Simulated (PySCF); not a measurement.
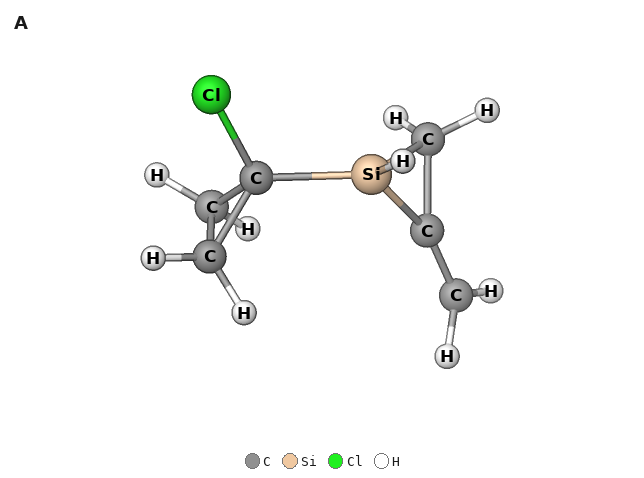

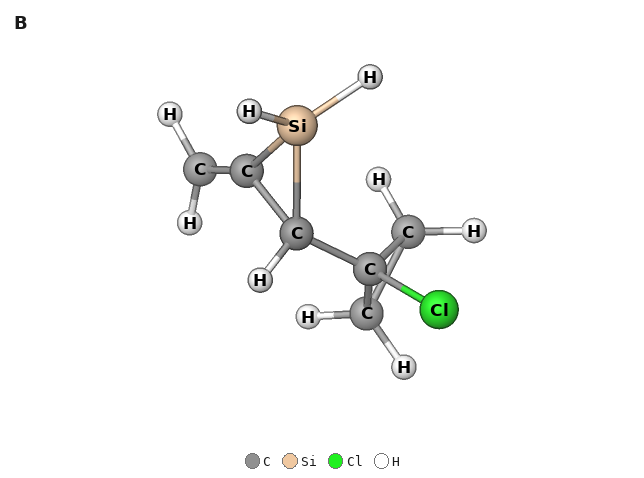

2 stationary structures of one formula. Geometries: GFN2-xTB. Electronic energies: B3LYP/def2-SVPD (PySCF 2.14.0), without zero-point energy. No frequency run is at hand to confirm each as a minimum. Each is one conformer, not always the lowest.

Rank them by energy, lowest first.

Answer. A is lowest; B lies 0.224 eV above it. A is `C=C1C[Si@H]1C1(Cl)CC1`, B is `C=C1[SiH2][C@@H]1C1(Cl)CC1`.

The geometry is semi-empirical. Around Si such bond lengths and angles can be off by a tenth of an ångström or more and by several degrees, and values that hang on the shape move with them.
